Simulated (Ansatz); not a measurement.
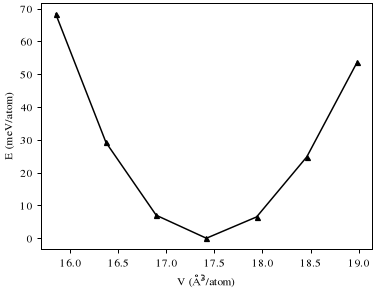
Figure. SiO₂ in space group I4/mmm (No. 139; Si on 8h, O on 8f, O on 8i) under volume change, the program Ansatz at the r²SCAN level (PAW), shape and atoms relaxed at each volume.

Question: What does a third-order Birch–Murnaghan fit give for V₀, B₀ and B′?

Answer: V₀ = 17.42 Å³/atom, B₀ = 137 GPa, B′ = 2.9.

The first step of the workflow began from a Materials Project structure, measured or hypothetical; the Crystallography Open Database copy checked does not list it. It is not the phase usual at ambient conditions (space group No. 92, 152, 154). Symmetry was held in the r²SCAN relaxation. At this level the phase is dynamically unstable (imaginary phonons).

Potentials: the later of the program's two PAW sets.
